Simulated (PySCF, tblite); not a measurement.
**C4H5N2 radical: geometry, infrared bands and EPR parameters**

Aim: predict the infrared bands and EPR parameters of C4H5N2 radical (`[N]=CC[C@@H]1C=N1`).

Computed with tblite 0.8.0 and PySCF 2.14.0, with density-fitted response routines of our own, on a single molecule in the gas phase. Atoms count from 0, in the outputs and in this text.

### Step 1. The starting structure

11 atoms, charge 0, multiplicity 2; geometry from: force field or distance geometry start.

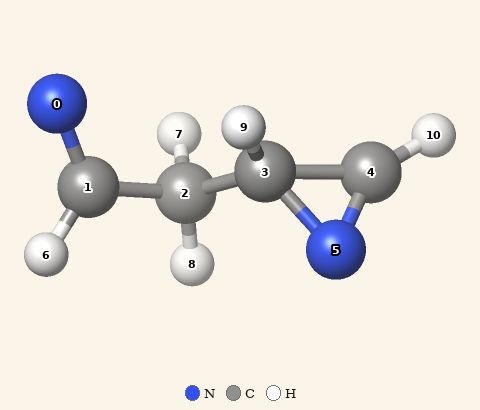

As it starts; nitrogen blue, carbon grey, hydrogen white, atoms numbered.

### Step 2. Optimising the geometry with GFN2-xTB

The job: settings as JSON, then the geometry in Å.

```
{"job": {"kind": "relax", "xc": "GFN2-xTB", "basis": "xTB"}, "charge": 0, "multiplicity": 2}
N     -1.938500     0.930700    -1.271500
C     -1.700500     0.445300    -0.104900
C     -0.529500    -0.500600     0.117000
C      0.703900     0.342300    -0.070700
C      2.040400    -0.312300     0.091200
N      1.556800     0.355400     1.074800
H     -2.327800     0.713000     0.741200
H     -0.645400    -1.273500    -0.674600
H     -0.611600    -1.006300     1.085200
H      0.598600     1.218600    -0.700800
H      2.859000    -0.910000    -0.312800
```

Run with:

```sh
$ OMP_NUM_THREADS=1 python probes_run.py task.json out
```

The driver reads the jobs from task.json and runs them one after another.

**Question.** This job is followed by: GFN2-xTB harmonic vibrations, gas phase; UKS B3LYP, pcH-1 on C H N, non-relativistic, mean-field spin-orbit, GIAO. What will the session give for the following? strongest single infrared mode (GFN2-xTB); zero-point energy (GFN2-xTB); g(iso) (B3LYP); ⟨S²⟩; largest a(iso); surface potential, least and greatest.

**Answer**, as computed:

| quantity | value |
| --- | --- |
| strongest single infrared mode (GFN2-xTB) | 1792 cm⁻¹, 57 km/mol |
| zero-point energy (GFN2-xTB) | 49.9 kcal/mol |
| g(iso) (B3LYP) | 2.00277 |
| ⟨S²⟩ | 0.758 (exact 0.75) |
| largest a(iso) | 1H on H6, 253.3 MHz |
| surface potential, least and greatest | -1.74 V and 1.87 V |

Over 90 steps the energy fell by 0.509 eV; of the close pairs, C3–N5 changed most, 1.428 to 1.502 Å. All 27 modes are real, so the xTB geometry is a minimum. The strongest single mode, at 1792 cm⁻¹, moves mainly N5 and C4. GFN2-xTB is a fitted tight-binding method: band positions and strengths are rough. Its intensities can rank the bands wrongly. N0 carries the largest spin population, 0.93 e. The isotropic g lies 0.5 ppt above the free-electron value.
